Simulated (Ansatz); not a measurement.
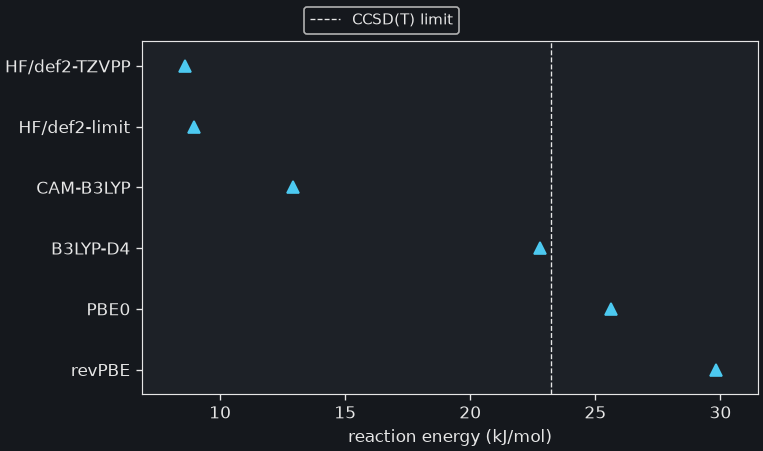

Electronic reaction energy of TiHSeF₃ ([F][Ti]([F])([F])[SeH]) + NH₃ (N) → TiNH₂F₃ ([NH2][Ti]([F])([F])[F]) + H₂Se ([SeH2]) (SMILES in brackets) at several levels (functionals in def2-TZVPP unless a basis is named), isolated molecules at PBE0-D4 triple-zeta geometries, minima by their frequencies, no zero-point or thermal terms, the Ansatz code. The line is frozen-core CCSD(T) at the basis limit (MP2 extrapolated from triple and quadruple zeta, plus CCSD(T) less MP2 in a smaller set). No dispersion term is added to CAM-B3LYP, PBE0 and revPBE.

Which level comes closest to the line (CCSD(T) limit), and which misses most?

Closest B3LYP-D4 (22.8 kJ/mol), against 23.2 kJ/mol; farthest HF/def2-TZVPP (8.6 kJ/mol).

What range do the values span, the line included?

From 8.6 kJ/mol (HF/def2-TZVPP) to 29.8 kJ/mol (revPBE).

Caveats: no scalar relativity up to krypton; outer-core shells are correlated without core-valence functions, which makes the correlated values less sure.
